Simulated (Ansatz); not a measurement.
# AlBClH₃ (SMILES [AlH2][BH]Cl): functionals against CCSD(T) at one geometry

How do the functionals fare away from a minimum? The structure is a frame of a short trajectory.

Computed with Ansatz 0.2.0, Gaussian basis. Level: single points in def2-TZVPP.

Correlated methods freeze the cores.

2 further runs of the same task are left out: 2 that didn't finish.

**1. Starting geometry**

SMILES `[AlH2][BH]Cl`, 6 atoms, charge 0, spin multiplicity 1.

Atoms are counted from 1 here; the program's logs count them from 0.

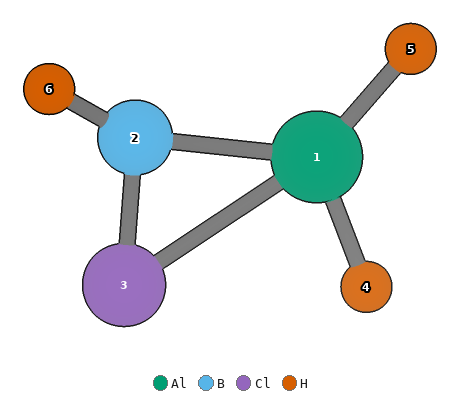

As it starts; aluminium teal, boron blue, chlorine purple, hydrogen orange; atoms are numbered from 1 in the order of the file.

As a file:

```csv
atom,x (Å),y (Å),z (Å)
Al1,-0.6756,0.4419,-0.5222
B2,0.8468,-0.0699,0.8393
Cl3,0.7371,-1.6688,0.2431
H4,-1.2711,-0.7361,-1.4583
H5,-1.1798,2.0013,-0.7811
H6,1.7756,0.1638,1.5469
```

**2. PBE-D4/def2-TZVPP**

Input file run/in.yaml:

```yaml
crystal:
  periodic: [false, false, false]
  atoms:
    - {symbol: Al, position_ang: [-0.675563, 0.441853, -0.522218]}
    - {symbol: B, position_ang: [0.846841, -0.069915, 0.839340]}
    - {symbol: Cl, position_ang: [0.737054, -1.668776, 0.243080]}
    - {symbol: H, position_ang: [-1.271098, -0.736110, -1.458263]}
    - {symbol: H, position_ang: [-1.179827, 2.001327, -0.781063]}
    - {symbol: H, position_ang: [1.775611, 0.163812, 1.546861]}
basis:
  gaussian: {orbitals: def2-TZVPP}
hamiltonian: {xc: pbe, dispersion: d4}
output: {forces: true}
```

The run is started by

```
$ ansatz run in.yaml --threads 2 --pin off --events-out ev --progress --plain --max-ram 3481MiB
```

**3. r2SCAN-D4/def2-TZVPP**

run/in.yaml: that of step 2 with these lines changed.

```diff
@@ -11,3 +11,3 @@
   gaussian: {orbitals: def2-TZVPP}
-hamiltonian: {xc: pbe, dispersion: d4}
+hamiltonian: {xc: r2scan, dispersion: d4}
 output: {forces: true}
```

**4. PBE0-D4/def2-TZVPP**

run/in.yaml: that of step 3 with these lines changed.

```diff
@@ -11,3 +11,3 @@
   gaussian: {orbitals: def2-TZVPP}
-hamiltonian: {xc: r2scan, dispersion: d4}
-output: {forces: true}
+hamiltonian: {xc: pbe0, dispersion: d4}
+output: {forces: true, orbitals: {seedname: orbitals}}
```

**5. wB97M-V/def2-TZVPP**

run/in.yaml: that of step 4 with these lines changed.

```diff
@@ -11,3 +11,3 @@
   gaussian: {orbitals: def2-TZVPP}
-hamiltonian: {xc: pbe0, dispersion: d4}
-output: {forces: true, orbitals: {seedname: orbitals}}
+hamiltonian: {xc: {name: wB97M-V}}
+output: {forces: true}
```

**6. CCSD(T)/def2-TZVPP**

run/in.yaml: that of step 5 with these lines changed.

```diff
@@ -11,3 +11,3 @@
   gaussian: {orbitals: def2-TZVPP}
-hamiltonian: {xc: {name: wB97M-V}}
+correlation: {method: ccsd_t}
 output: {forces: true}
```

(Steps that only read results are left out.)

Q: Predict the outcome of this session. Wanted: energy less free atoms, CCSD(T)/def2-TZVPP; RMS force component; RMS force error; HOMO and LUMO, PBE0-D4; T1 diagnostic.

**Answer**, as computed:

```
                                  quantity                                                             value
energy less free atoms, CCSD(T)/def2-TZVPP                                                    -1525.0 kJ/mol
                       RMS force component                              0.793 to 0.890 eV/Å over the methods
                           RMS force error  PBE-D4 0.127, r2SCAN-D4 0.075, PBE0-D4 0.117, wB97M-V 0.078 eV/Å
                    HOMO and LUMO, PBE0-D4                                                -6.85 and -2.80 eV
                             T1 diagnostic                                                             0.013
```

In words: Against CCSD(T) the functionals' energies less atoms differ by -61.3 to -42.5 kJ/mol, PBE-D4 by -52.6 kJ/mol. The reference is not at the basis limit: in triple zeta CCSD(T) underbinds, which counts against methods that bind more; the gaps are no ranking. For forces r2SCAN-D4 does best and PBE-D4 worst. Frozen-core CCSD(T) forces in triple zeta carry basis errors of their own, and this is one geometry, so small gaps rank nothing.
